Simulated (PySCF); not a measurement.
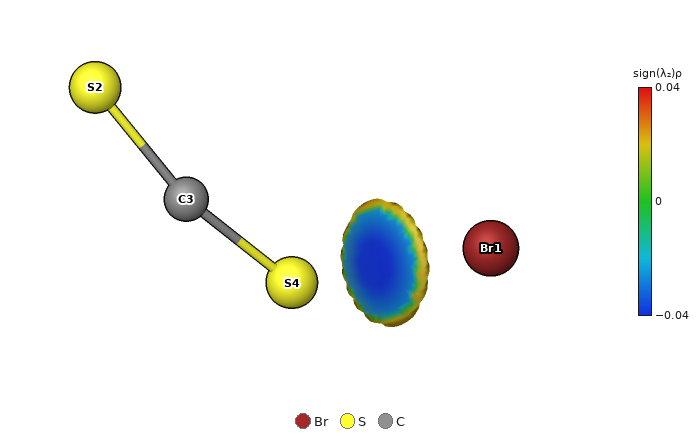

Figure. CBrS2, charge −1, SMILES `[Br-].S=C=S`. Non-covalent interaction surfaces between the fragments (reduced density gradient s = 0.5, coloured by sign(λ₂)ρ in a.u.; trimmed to the region between the fragments where ρ is under 0.06 a.u.). Fragment A: Br(−1) (atom 1); fragment B: CS2.

Level of theory: CAM-B3LYP/def2-SVPD (PySCF), at a geometry from GFN2-xTB. GFN2-xTB bond lengths at metals and heavier atoms can be off by up to 0.1 Å and shapes distorted, which carries into these values.

Input

```python
import numpy as np
from pyscf import gto, scf, dft
from pyscf.scf import atom_ks, atom_hf
from scipy.linalg import block_diag
from pyscf.dispersion import dftd3

def solve(mol, dm0=None, hcore=None):
    mf = (dft.UKS if mol.spin else dft.RKS)(mol, xc='camb3lyp')
    mf.grids.level = 3
    mf = mf.density_fit(auxbasis='def2-universal-jkfit')
    mf.conv_tol, mf.max_cycle = 1e-8, 80
    if hcore is not None:
        mf.get_hcore = lambda *args: hcore
    mf.kernel(dm0)
    if not mf.converged:
        mf = mf.newton().run(mf.mo_coeff, mf.mo_occ, max_cycle=30)
    assert mf.converged, 'SCF not converged'
    return mf

mol = gto.M(atom='''
Br    -2.04265    -0.22505     0.00000
S      3.26089    -0.51696     0.00000
C      1.94477     0.35925     0.00000
S      0.47812     0.87454     0.00000
''', basis='def2-svpd', charge=-1, spin=0, verbose=4)
mol_a = gto.M(atom='''
Br    -2.04265    -0.22505     0.00000
ghost-S      3.26089    -0.51696     0.00000
ghost-C      1.94477     0.35925     0.00000
ghost-S      0.47812     0.87454     0.00000
''', basis='def2-svpd', charge=-1, spin=0, verbose=4)
mol_b = gto.M(atom='''
ghost-Br    -2.04265    -0.22505     0.00000
S      3.26089    -0.51696     0.00000
C      1.94477     0.35925     0.00000
S      0.47812     0.87454     0.00000
''', basis='def2-svpd', charge=0, spin=0, verbose=4)
ab, a, b = solve(mol), solve(mol_a), solve(mol_b)
e_int = ab.e_tot - a.e_tot - b.e_tot
print('counterpoise-corrected interaction energy / kcal/mol', e_int * 627.5095)
def disp(atoms, charge):
    m = gto.M(atom=atoms, charge=charge, basis='sto-3g', spin=None, unit='Bohr', verbose=0)
    return dftd3.DFTD3Dispersion(m, xc='camb3lyp', version='d3bj').get_dispersion()['energy']
e_disp = disp(mol._atom, mol.charge) - disp(mol._atom[:1], mol_a.charge) - disp(mol._atom[1:], mol_b.charge)
print('D3(BJ) part / kcal/mol', e_disp * 627.5095)
# spherically averaged free atoms, for the promolecule
atm = atom_ks.get_atm_nrks(mol, xc='camb3lyp')
pro = block_diag(*[(atm[a[0]][2] * atm[a[0]][3]) @ atm[a[0]][2].T for a in mol._atom])
np.savez('result.npz', e_int=e_int, e_disp=e_disp, dm_a=a.make_rdm1(), dm_b=b.make_rdm1(), c=ab.mo_coeff, occ=ab.mo_occ, eps=ab.mo_energy, pro=pro, d=[f.dip_moment(verbose=0) for f in (ab, a, b)])
```

Command:

```sh
OMP_NUM_THREADS=1 python input.py
```

The run took 22 s on 1 thread of Intel(R) Xeon(R) Platinum 8488C (Sapphire Rapids), on a shared host, peak memory 0.58 GiB.

Partitions, critical points and surface values were worked out afterwards from this run's density.

Which interactions hold the two fragments together?

Bond critical points between the fragments: Br1···S4, 2.75 Å, ρ = 0.037 a.u. It appears blue (attractive, sign(λ₂)ρ well below zero). The pose is a local one from a semi-empirical search, not shown to be the most stable. With a charged fragment, long-range electrostatics, which these surfaces don't show, weighs heavily in the interaction energy.

How strongly are they bound?

The counterpoise-corrected interaction energy of the frozen fragments is −3.4 kcal/mol without dispersion correction and −4.6 kcal/mol with D3(BJ). The pair geometry is semi-empirical, not a minimum at this level.
